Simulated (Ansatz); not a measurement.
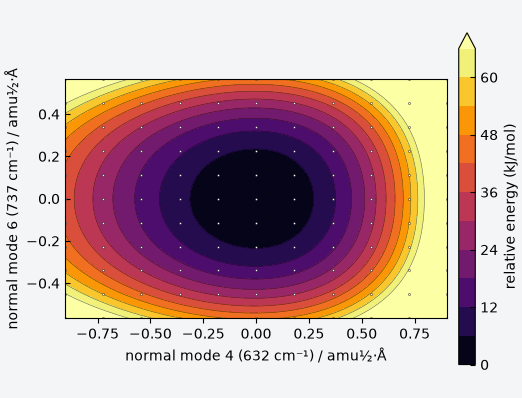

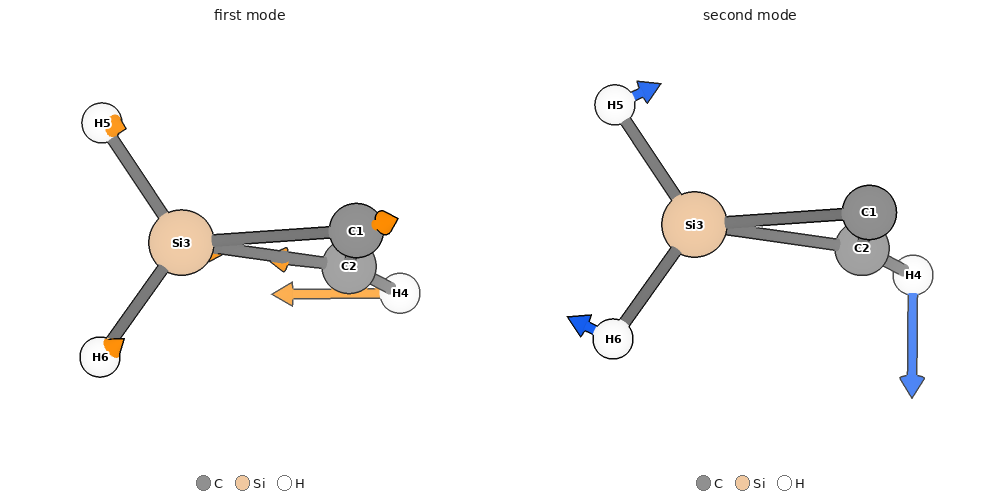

Energy landscape of C₂H₃Si, SMILES [C]1=C[SiH2]1, spin multiplicity 2. 
- The first coordinate is: normal mode 4 (632 cm⁻¹); the second: normal mode 6 (737 cm⁻¹).
- Nothing is relaxed (straight displacements along the two mass-weighted modes).
- Grid: 11 × 11 points; 67 points were computed and 54 follow by symmetry.
- Points are written as (first, second).
- Energies are in kJ/mol, from the lowest grid point.
- These are results of UKS PBE0-D4/def2-TZVP in Ansatz, not measurements.

The picture shows filled contours, dots at the grid points, one colour for all values above the top of the scale. Between grid points the surface is interpolated. The second picture is the structure at the lowest point

Where are the wells?

Answer. The lowest grid point is at (0.000 amu½·Å, 0.000 amu½·Å). No other kind of well shows on this grid. The highest grid point, (0.904 amu½·Å, −0.566 amu½·Å), lies 137 kJ/mol above the lowest.

The values on the grid:

```
normal mode 6 (737 cm⁻¹) ↓, normal mode 4 (632 cm⁻¹) →  −0.904  −0.724  −0.543  −0.362  −0.181  0.000  0.181  0.362  0.543  0.724  0.904
                                                 0.566      86      73      63      54      49     47     50     58     75    100    137
                                                 0.453      67      54      43      35      29     27     30     39     55     80    117
                                                 0.340      53      41      30      21      16     14     16     25     41     67    104
                                                 0.227      45      32      22      13       8      6      8     17     33     58     95
                                                 0.113      40      28      18       9       3      1      4     12     28     54     91
                                                 0.000      39      27      16       8       2      0      3     11     27     53     90
                                                −0.113      40      28      18       9       3      1      4     12     28     54     91
                                                −0.227      45      32      22      13       8      6      8     17     33     58     95
                                                −0.340      53      41      30      21      16     14     16     25     41     67    104
                                                −0.453      67      54      43      35      29     27     30     39     55     80    117
                                                −0.566      86      73      63      54      49     47     50     58     75    100    137
```

The input of one point:

```yaml
crystal:
  periodic: [false, false, false]
  atoms:
    - { symbol: C, position_ang: [0.821503, -0.978264, 0.462479] }
    - { symbol: C, position_ang: [-0.323936, -1.074246, -0.132693] }
    - { symbol: Si, position_ang: [0.216699, 0.709908, 0.089057] }
    - { symbol: H, position_ang: [-1.107316, -1.708771, -0.520377] }
    - { symbol: H, position_ang: [0.767003, 1.488535, -1.041176] }
    - { symbol: H, position_ang: [-0.373952, 1.562839, 1.142699] }
magnetization:
  spin_polarized: true
  initial_magnetization: 1
basis:
  gaussian: { orbitals: def2-TZVP }
hamiltonian:
  xc: pbe0
  dispersion: d4
output:
  forces: true
```

Each point was launched as `ansatz run input.yaml --threads 1 --pin off --max-ram 2560MiB --backend cpu --events-out ev --progress --plain --runs-dir out`. The whole map (67 points run) took 6.7 min on 1 thread of Arm Neoverse V2, with other jobs on the host.
